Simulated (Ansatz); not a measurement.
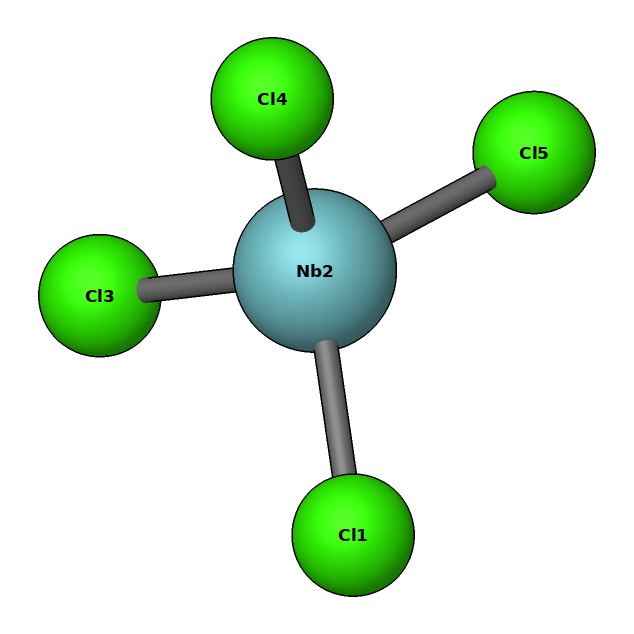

The questions are on Mulliken charges. State: neutral, doublet. The geometry was computed by an optimisation with PBE0-D4/def2-TZVP. Other spin states may lie lower. Method: UKS ωB97M-V/def2-TZVPP, core potentials on Nb (Ansatz 0.2.0).

Give the Mulliken charges atom by atom.

```csv
atom,value (e)
Cl1,−0.22
Nb2,0.87
Cl3,−0.22
Cl4,−0.22
Cl5,−0.22
```

Mulliken values depend strongly on the basis set and can even reverse the polarity of a bond.
